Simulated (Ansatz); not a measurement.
# Si4H10 (SMILES [SiH3][SiH]([SiH3])[SiH3]) at HSE06/6-31G(d) (spherical functions)

Aim: the vertical singlet–triplet gap of Si4H10 at HSE06/6-31G* (spherical functions), from 2 runs. 

The calculation is run with Ansatz 0.2.0.

37 further runs of the same task are left out: 3 that didn't finish, 34 set aside as unsound or not needed.

### Step 1. The system as given

The species is Si4H10 (14 atoms), meant as a singlet with charge 0. As SMILES, `[SiH3][SiH]([SiH3])[SiH3]`. The shape is that of a PBE0-D4/def2-TZVP optimisation.

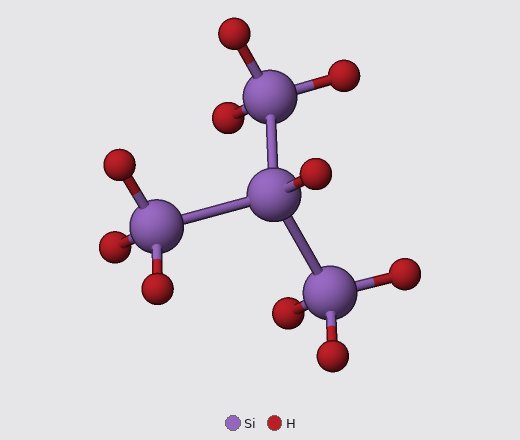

The structure, seen from a chosen angle (silicon purple, hydrogen red).

### Step 2. The energy at HSE06/6-31G(d) (spherical functions)

molecule.yaml reads:

```yaml
basis:
  gaussian:
    orbitals: 6-31G_st_-spherical.json
crystal:
  periodic: [false, false, false]
  atoms:
    - {symbol: Si, position_ang: [-1.586600, 0.449770, -1.468220]}
    - {symbol: Si, position_ang: [-0.437700, -0.033320, 0.509060]}
    - {symbol: Si, position_ang: [1.124000, 1.651140, 0.941090]}
    - {symbol: Si, position_ang: [0.660040, -2.085920, 0.297480]}
    - {symbol: H, position_ang: [-2.588800, -0.607930, -1.768740]}
    - {symbol: H, position_ang: [-2.287510, 1.758070, -1.365710]}
    - {symbol: H, position_ang: [-0.615640, 0.517850, -2.593590]}
    - {symbol: H, position_ang: [-1.409520, -0.107160, 1.639330]}
    - {symbol: H, position_ang: [2.091010, 1.722300, -0.187470]}
    - {symbol: H, position_ang: [1.875310, 1.366450, 2.193260]}
    - {symbol: H, position_ang: [0.452630, 2.971990, 1.075490]}
    - {symbol: H, position_ang: [1.404530, -2.417500, 1.542160]}
    - {symbol: H, position_ang: [1.628750, -2.008150, -0.829180]}
    - {symbol: H, position_ang: [-0.310500, -3.177580, 0.015050]}
total_charge: 0
hamiltonian:
  xc: hse06
accuracy: high
output:
  orbitals: {seedname: orbitals}
```

The basis set 6-31G* is read from a file made from the Basis Set Exchange's data (not shown).

Launch:

```
$ ansatz run molecule.yaml --threads 1 --pin off --max-ram 3480MiB --events-out events.jsonl --progress --plain --runs-dir runs
```

The program printed:

```text
Warning: RAYON_NUM_THREADS=1 ignored (pool sized by the plan → 1); use --threads N
Functional definition: HSE06
  name "HSE06"
  parameter a = 0.25
  parameter omega = 0.11/bohr
  exchange = pbe_x - a*pbe_x_sr(omega) + a*exact_x_sr(omega)
  correlation = pbe_c
2157 factors; integrals over basis functions are off by at most 8.4e-9 eV
152 factors; integrals over basis functions are off by at most 1.3e-9 eV
mean field evaluation 1: about -31655.9186 eV, gradient 1.2e1 eV
mean field evaluation 2: about -31656.3892 eV, gradient 6.6e0 eV
mean field evaluation 4: about -31656.5649 eV, gradient 4.4e-1 eV
mean field evaluation 8: about -31656.8438 eV, gradient 1.4e-2 eV
mean field evaluation 16: about -31656.8438 eV, gradient 7.0e-7 eV
mean field -31656.84377509 eV, -1163.3675509550 hartree, gradient 1.3e-8 eV, S^2 0.000000; 0 other end points of the search recorded, 0 dependent functions left out
reference -31656.84378028 eV, -1163.3675511459 hartree; 33, 33 occupied and 59, 59 virtual orbitals, 2157 factors
Total energy: -31656.84378028 eV, -1163.3675511459 hartree
```

It took 8.1 s on 1 thread of Intel Xeon 6975P-C (Granite Rapids), shared host; peak memory 0.41 GiB.

### Step 3. The triplet at the same level

in.yaml reads:

```yaml
crystal:
  periodic: [false, false, false]
  atoms:
    - {symbol: Si, position_ang: [-1.586600, 0.449770, -1.468220]}
    - {symbol: Si, position_ang: [-0.437700, -0.033320, 0.509060]}
    - {symbol: Si, position_ang: [1.124000, 1.651140, 0.941090]}
    - {symbol: Si, position_ang: [0.660040, -2.085920, 0.297480]}
    - {symbol: H, position_ang: [-2.588800, -0.607930, -1.768740]}
    - {symbol: H, position_ang: [-2.287510, 1.758070, -1.365710]}
    - {symbol: H, position_ang: [-0.615640, 0.517850, -2.593590]}
    - {symbol: H, position_ang: [-1.409520, -0.107160, 1.639330]}
    - {symbol: H, position_ang: [2.091010, 1.722300, -0.187470]}
    - {symbol: H, position_ang: [1.875310, 1.366450, 2.193260]}
    - {symbol: H, position_ang: [0.452630, 2.971990, 1.075490]}
    - {symbol: H, position_ang: [1.404530, -2.417500, 1.542160]}
    - {symbol: H, position_ang: [1.628750, -2.008150, -0.829180]}
    - {symbol: H, position_ang: [-0.310500, -3.177580, 0.015050]}
basis:
  gaussian:
    orbitals: 6-31G_st_-spherical.json
magnetization:
  spin_polarized: true
  initial_magnetization: 2
hamiltonian:
  xc: hse06
accuracy: high
output: {orbitals: {seedname: orbitals}}
```

The basis set 6-31G* is read from a file made from the Basis Set Exchange's data (not shown).

Launch:

```
$ ansatz run in.yaml --threads 1 --pin off --max-ram 3480MiB --events-out events.jsonl --progress --plain --runs-dir runs
```

The program printed (excerpt; [...] marks lines left out):

```text
Warning: RAYON_NUM_THREADS=1 ignored (pool sized by the plan → 1); use --threads N
[... 2 set-up lines as earlier in the session ...]
[...]
2157 factors; integrals over basis functions are off by at most 8.4e-9 eV
152 factors; integrals over basis functions are off by at most 1.3e-9 eV
[...]
mean field -31650.72081818 eV, -1163.1425364390 hartree, gradient 3.8e-8 eV, S^2 2.004929; 10 other end points of the search recorded, 0 dependent functions left out
reference -31650.72082392 eV, -1163.1425366501 hartree; 34, 32 occupied and 58, 60 virtual orbitals, 2157 factors
Total energy: -31650.72082392 eV, -1163.1425366501 hartree
```

It took 1.8 min on 1 thread of Intel Xeon 6975P-C (Granite Rapids), shared host; peak memory 0.86 GiB.

### Step 4. Results

Level: HSE06/6-31G* (spherical functions).

```
                                        quantity           value
                           singlet: total energy  -1163.36755 Eh
                            singlet: HOMO energy        -7.59 eV
                            singlet: LUMO energy        -0.33 eV
                          singlet: HOMO–LUMO gap         7.27 eV
                           triplet: total energy  -1163.14254 Eh
     triplet: HOMO energy (highest over α and β)        -1.65 eV
                                   triplet: ⟨S²⟩           2.005
vertical energy of the triplet above the singlet        6.123 eV
```

At this shape the triplet lies 6.12 eV (591 kJ/mol) above the singlet.
